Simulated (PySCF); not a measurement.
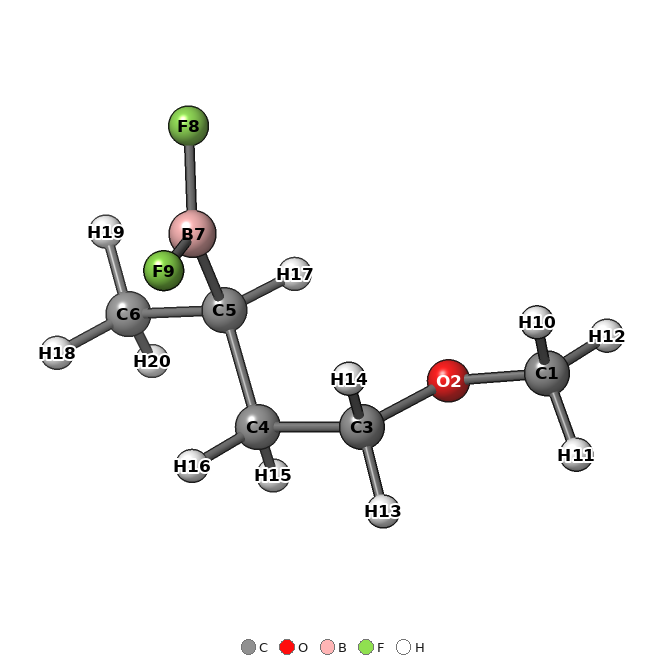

The geometry was computed by an optimisation with GFN2-xTB. No frequency run is at hand to confirm it as a minimum. Electric field gradients from the ground-state density, PBE0/pcSseg-1 (PySCF 2.14.0), non-relativistic apart from any core potentials.

Give the largest field-gradient component, the quadrupole coupling constant and the asymmetry for 17O at O2 (Q = −25.6 mb), 11B at B7 (Q = 40.59 mb), 2H at H10 (Q = 2.86 mb), 2H at H11 (Q = 2.86 mb), 2H at H12 (Q = 2.86 mb), 2H at H13 (Q = 2.86 mb).

```
atom  V_zz (a.u.)  e²qQ/h (MHz)     η
  O2       −2.038         12.26  0.95
  B7        0.385          3.68  0.69
 H10        0.288         0.194  0.08
 H11        0.289         0.194  0.08
 H12        0.307         0.207  0.06
 H13        0.281         0.189  0.07
```

The geometry is semi-empirical. Around B such bond lengths and angles can be off by a tenth of an ångström or more and by several degrees, and values that hang on the shape move with them.
